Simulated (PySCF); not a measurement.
**C₃H₆N₂OSi₂: runs on many settings, part 1 of 2**

Aim: see how C₃H₆N₂OSi₂ (`C[Si@@H](C#N)O[SiH2]C#N`) answers to the choice of functional, basis, grid and SCF options, and what happens with inputs that are wrong on purpose.

Computed with PySCF 2.14.0, with density-fitted response routines of our own, on a single molecule, in the gas phase or a continuum. Atoms count from 0, in the outputs and in this text.

### 1 Starting geometry

14 atoms, charge 0, multiplicity 1; geometry from: GFN2-xTB.

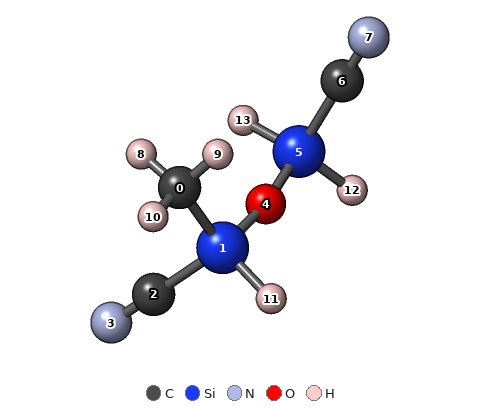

The starting geometry (carbon dark grey, silicon blue, nitrogen light blue, oxygen red, hydrogen pink), atoms numbered.

### 2 NMR shieldings: PBE/ANO-RCC-VDZP

The job: settings as JSON, then the geometry in Å.

```
{"job": {"kind": "nmr", "xc": "PBE", "basis": "ANO-RCC-VDZP", "pop": true, "scf": {"diis": false, "max_cycle": 68}}, "charge": 0, "multiplicity": 1}
C     -1.506348     1.411437    -0.368931
Si    -1.075802    -0.173994     0.567600
C     -2.072174    -1.590946    -0.150392
N     -2.677796    -2.454818    -0.595695
O      0.476383    -0.591261     0.322007
Si     1.985810    -0.915864    -0.158950
C      2.913740     0.709754    -0.084738
N      3.485432     1.701190    -0.040779
H     -1.414316     1.282918    -1.445530
H     -0.844474     2.223346    -0.077388
H     -2.525914     1.724329    -0.161951
H     -1.262951    -0.146950     2.015031
H      2.559076    -1.823845     0.826929
H      1.958656    -1.355769    -1.549279
```

Level: GIAO PBE/ANO-RCC-VDZP NMR shielding, non-relativistic, gas phase.

The run is started by

```
OMP_NUM_THREADS=1 python probes_run.py task.json out
```

This one command runs all jobs of the session in turn.

The program printed:

```text
final grid: 122904 points
cycle   1  E = -880.6718981963  dE =  8.868e-01  |g| = 1.028e+00  |ddm| = 5.354e+00
cycle   2  E = -879.6959357695  dE =  9.760e-01  |g| = 2.344e+00  |ddm| = 2.725e+00
cycle   3  E = -876.4070204699  dE =  3.289e+00  |g| = 4.418e+00  |ddm| = 4.610e+00
cycle   4  E = -856.2268415750  dE =  2.018e+01  |g| = 7.376e+00  |ddm| = 1.666e+01
cycle   5  E = -842.9649237046  dE =  1.326e+01  |g| = 9.344e+00  |ddm| = 1.930e+01
cycle   6  E = -801.3871654320  dE =  4.158e+01  |g| = 9.761e+00  |ddm| = 2.617e+01
cycle   7  E = -666.9913224193  dE =  1.344e+02  |g| = 1.477e+01  |ddm| = 2.891e+01
cycle   8  E = -480.8291202147  dE =  1.862e+02  |g| = 1.413e+01  |ddm| = 1.717e+02
cycle   9  E = -495.7459930674  dE = -1.492e+01  |g| = 1.260e+01  |ddm| = 2.052e+02
cycle  10  E = -374.8432366311  dE =  1.209e+02  |g| = 1.476e+01  |ddm| = 1.893e+02
[... 48 cycles left out ...]
cycle  59  E = -451.4845626486  dE = -1.292e+02  |g| = 1.261e+01  |ddm| = 2.192e+02
cycle  60  E = -322.2357337018  dE =  1.292e+02  |g| = 1.412e+01  |ddm| = 2.192e+02
cycle  61  E = -451.4845626486  dE = -1.292e+02  |g| = 1.261e+01  |ddm| = 2.192e+02
cycle  62  E = -322.2357337018  dE =  1.292e+02  |g| = 1.412e+01  |ddm| = 2.192e+02
cycle  63  E = -451.4845626487  dE = -1.292e+02  |g| = 1.261e+01  |ddm| = 2.192e+02
cycle  64  E = -322.2357337018  dE =  1.292e+02  |g| = 1.412e+01  |ddm| = 2.192e+02
cycle  65  E = -451.4845626487  dE = -1.292e+02  |g| = 1.261e+01  |ddm| = 2.192e+02
cycle  66  E = -322.2357337018  dE =  1.292e+02  |g| = 1.412e+01  |ddm| = 2.192e+02
cycle  67  E = -451.4845626487  dE = -1.292e+02  |g| = 1.261e+01  |ddm| = 2.192e+02
cycle  68  E = -322.2357337018  dE =  1.292e+02  |g| = 1.412e+01  |ddm| = 2.192e+02
SCF not converged, last energy = -322.2357337018
```

Wall time 3.7 min (1 thread of AMD EPYC 9R45, shared host); peak memory 0.49 GiB.

Why it failed: The SCF swings between two densities 129.25 Eh apart: plain iteration without DIIS overshoots. Cure: turn DIIS on. Numbers printed on the way are no properties of the molecule.

### 3 J couplings: PBE0/6-31G

Same as in step 2 but for these lines:

```diff
@@ -1,2 +1,2 @@
-{"job": {"kind": "nmr", "xc": "PBE", "basis": "ANO-RCC-VDZP", "pop": true, "scf": {"diis": false, "max_cycle": 68}}, "charge": 0, "multiplicity": 1}
+{"job": {"kind": "j", "xc": "PBE0", "basis": "6-31G"}, "charge": 0, "multiplicity": 1}
 C     -1.506348     1.411437    -0.368931
```

With the program's defaults for keys left out, this is: PBE0/6-31G indirect spin-spin coupling, non-relativistic, gas phase.

The program printed:

```text
coarse grid: 13440 points
cycle   1  E = -880.8072762522  dE =  1.061e+00  |g| = 8.692e-01  |ddm| = 3.840e+00
cycle   2  E = -880.4541490347  dE =  3.531e-01  |g| = 1.569e+00  |ddm| = 1.938e+00
cycle   3  E = -880.9593150856  dE = -5.052e-01  |g| = 2.414e-01  |ddm| = 1.300e+00
cycle   4  E = -880.9703121645  dE = -1.100e-02  |g| = 1.010e-01  |ddm| = 2.117e-01
cycle   5  E = -880.9723934155  dE = -2.081e-03  |g| = 2.630e-02  |ddm| = 9.750e-02
cycle   6  E = -880.9725662017  dE = -1.728e-04  |g| = 5.024e-03  |ddm| = 2.655e-02
cycle   7  E = -880.9725735237  dE = -7.322e-06  |g| = 6.603e-04  |ddm| = 5.890e-03
final grid: 122904 points
cycle   8  E = -880.8904053300  dE = -7.386e-06  |g| = 8.334e-03  |ddm| = 1.590e-02
cycle   9  E = -880.8903856353  dE =  1.969e-05  |g| = 1.290e-02  |ddm| = 1.736e-02
cycle  10  E = -880.8904201083  dE = -3.447e-05  |g| = 2.222e-03  |ddm| = 1.099e-02
cycle  11  E = -880.8904211677  dE = -1.059e-06  |g| = 5.905e-04  |ddm| = 1.725e-03
cycle  12  E = -880.8904212406  dE = -7.292e-08  |g| = 1.044e-04  |ddm| = 4.827e-04
cycle  13  E = -880.8904212429  dE = -2.305e-09  |g| = 3.362e-05  |ddm| = 1.162e-04
cycle  14  E = -880.8904212432  dE = -2.901e-10  |g| = 1.183e-05  |ddm| = 3.576e-05
converged SCF energy = -880.8904212432

Indirect spin-spin couplings (Hz)
  i      j    bonds     total        FC       PSO       DSO        SD
  0 C    1 Si   1    -70.678   -71.681     2.126    -0.101    -1.023
  0 C    2 C    2      5.830     5.833    -0.019     0.016         -
  0 C    3 N    3     -0.480    -0.546     0.029     0.021     0.016
  0 C    4 O    2     -2.659    -2.776     0.116     0.001         -
  0 C    5 Si   3      0.351     0.328    -0.010     0.026     0.008
  0 C    6 C    4      0.151     0.139    -0.004     0.016         -
  0 C    8 H    1    141.320   139.131     1.425     0.765         -
  0 C    9 H    1    138.453   136.256     1.437     0.760         -
  0 C   10 H    1    135.419   133.186     1.492     0.741         -
  0 C   11 H    2     10.132    10.421    -0.012    -0.277         -
  0 C   12 H    4      0.597     0.814     0.056    -0.273         -
  0 C   13 H    4     -0.178    -0.134     0.020    -0.064         -
  1 Si   2 C    1    -71.651   -72.013     1.127    -0.146    -0.619
  1 Si   3 N    2     -3.283    -4.288     0.579    -0.028     0.455
  1 Si   4 O    1     -2.114     2.224    -4.561     0.088     0.135
  1 Si   5 Si   2     -2.183    -2.404    -0.111    -0.055     0.387
  1 Si   6 C    3     -0.084    -0.105     0.003     0.011     0.007
  1 Si   8 H    2     12.440    12.109     0.354     0.047    -0.069
  1 Si   9 H    2      9.017     8.774     0.324     0.041    -0.121
  1 Si  10 H    2      4.552     4.402     0.255     0.050    -0.155
  1 Si  11 H    1   -244.833  -245.737     1.877    -0.459    -0.513
  1 Si  12 H    3     -1.536    -1.649    -0.052     0.210    -0.045
  1 Si  13 H    3      0.525     0.433    -0.040     0.160    -0.028
  2 C    3 N    1    -11.632    -8.788     2.118    -0.027    -4.934
  2 C    4 O    2     -4.955    -5.000     0.072    -0.027         -
  2 C    5 Si   3     -0.153    -0.174     0.001     0.012     0.008
  2 C    6 C    4      0.933     0.960    -0.001    -0.025         -
  2 C    8 H    3      0.768     0.665    -0.038     0.140         -
  2 C    9 H    3      7.587     7.821     0.073    -0.306         -
  2 C   10 H    3     -0.873    -0.905    -0.028     0.059         -
  2 C   11 H    2     11.316    11.413    -0.057    -0.041         -
  2 C   12 H    4     -0.209    -0.131    -0.007    -0.070         -
  2 C   13 H    4      0.226     0.197    -0.036     0.065         -
  3 N    4 O    3      0.361     0.438    -0.042    -0.009    -0.026
  3 N   11 H    3     -1.170    -1.204    -0.116     0.131     0.019
  4 O    5 Si   1     -1.372     3.283    -4.849     0.080     0.113
  4 O    6 C    2     -4.437    -4.483     0.070    -0.023         -
  4 O    7 N    3      0.340     0.446    -0.075    -0.010    -0.021
  4 O    8 H    3      0.154     0.179    -0.005    -0.021         -
  4 O    9 H    3      0.111     0.166    -0.014    -0.041         -
  4 O   10 H    3     -5.026    -5.256     0.020     0.211         -
  4 O   11 H    2    -10.807   -10.819    -0.031     0.044         -
  4 O   12 H    2     -9.414    -9.402    -0.077     0.065         -
  4 O   13 H    2     -6.445    -6.463    -0.065     0.083         -
  5 Si   6 C    1    -69.577   -69.908     1.109    -0.132    -0.646
  5 Si   7 N    2     -3.434    -4.381     0.536    -0.031     0.442
  5 Si  11 H    3     -1.621    -1.719    -0.073     0.220    -0.049
  5 Si  12 H    1   -247.216  -248.039     1.706    -0.385    -0.497
  5 Si  13 H    1   -241.714  -242.551     1.723    -0.391    -0.495
  6 C    7 N    1    -11.563    -8.588     2.023    -0.026    -4.972
  6 C   10 H    5     -0.221    -0.123     0.032    -0.130         -
  6 C   11 H    4     -0.243    -0.166    -0.005    -0.071         -
  6 C   12 H    2      8.045     8.157    -0.052    -0.059         -
  6 C   13 H    2      8.542     8.644    -0.057    -0.045         -
  7 N   12 H    3     -1.286    -1.334    -0.105     0.133     0.019
  7 N   13 H    3     -1.267    -1.312    -0.105     0.131     0.019
  8 H    9 H    2    -20.750   -19.669     1.090    -2.171         -
  8 H   10 H    2    -21.367   -20.221     1.099    -2.245         -
  8 H   11 H    3      8.208    10.045     0.463    -2.300         -
  8 H   12 H    5     -0.925    -0.067     0.179    -1.037         -
  8 H   13 H    5      0.238    -0.016    -0.126     0.380         -
  9 H   10 H    2    -21.398   -20.241     1.134    -2.291         -
  9 H   11 H    3     -0.797    -0.299     0.109    -0.606         -
  9 H   12 H    5     -0.805    -0.070     0.141    -0.875         -
  9 H   13 H    5     -0.298     0.030     0.065    -0.393         -
 10 H   11 H    3     -0.829    -0.461     0.091    -0.459         -
 10 H   12 H    5     -0.628     0.221     0.255    -1.103         -
 10 H   13 H    5     -0.637    -0.053     0.233    -0.817         -
 11 H   12 H    4     -0.441    -0.145     0.025    -0.320         -
 12 H   13 H    2     14.610    16.832     0.186    -2.408         -
```

Wall time 10 s (1 thread of AMD EPYC 9R45, shared host); peak memory 0.62 GiB.

This basis has no tight s functions, so the Fermi-contact terms are rough.

A choice of the couplings up to four bonds, sorted by the number of bonds, with means over like pairs; isotopes 13C, 1H, 15N, 17O, 29Si:

| pair | bonds | J (Hz) | Fermi contact (Hz) |
| --- | --- | --- | --- |
| Si5–H12 | 1 | -247.2 | -248.0 |
| Si1–H11 | 1 | -244.8 | -245.7 |
| Si5–H13 | 1 | -241.7 | -242.6 |
| C0–H8 | 1 | 138.4 | 136.2 |
| Si1–C2 | 1 | -71.7 | -72.0 |
| C0–Si1 | 1 | -70.7 | -71.7 |
| Si5–C6 | 1 | -69.6 | -69.9 |
| C2–N3 | 1 | -11.6 | -8.8 |
| C6–N7 | 1 | -11.6 | -8.6 |
| H8–H9 | 2 | -21.2 | -20.0 |
| H12–H13 | 2 | 14.6 | 16.8 |
| C2–H11 | 2 | 11.3 | 11.4 |
| O4–H11 | 2 | -10.8 | -10.8 |
| C0–H11 | 2 | 10.1 | 10.4 |
| O4–H12 | 2 | -9.4 | -9.4 |
| Si1–H8 | 2 | 8.7 | 8.4 |
| C6–H13 | 2 | 8.5 | 8.6 |
| C6–H12 | 2 | 8.0 | 8.2 |
| C2–H8 | 3 | 2.5 | 2.5 |
| H8–H11 | 3 | 2.2 | 3.1 |
| Si5–H11 | 3 | -1.6 | -1.7 |
| O4–H8 | 3 | -1.6 | -1.6 |
| Si1–H12 | 3 | -1.5 | -1.6 |
| N7–H12 | 3 | -1.3 | -1.3 |
| N7–H13 | 3 | -1.3 | -1.3 |
| N3–H11 | 3 | -1.2 | -1.2 |

The spin-dipole term was solved for some atoms only; pairs without it lack that part.

The response was solved for the nuclei of C, H, N, Si alone, so couplings that need other nuclei can be missing.

Quadrupole couplings from the field gradients of the same density:

| atom | isotope | eQq/h (MHz) | η |
| --- | --- | --- | --- |
| O4 | 17O | -8.278 | 0.10 |
| N7 | 14N | -4.134 | 0.07 |
| N3 | 14N | -4.130 | 0.06 |

(Continued in part 2 of 2.)
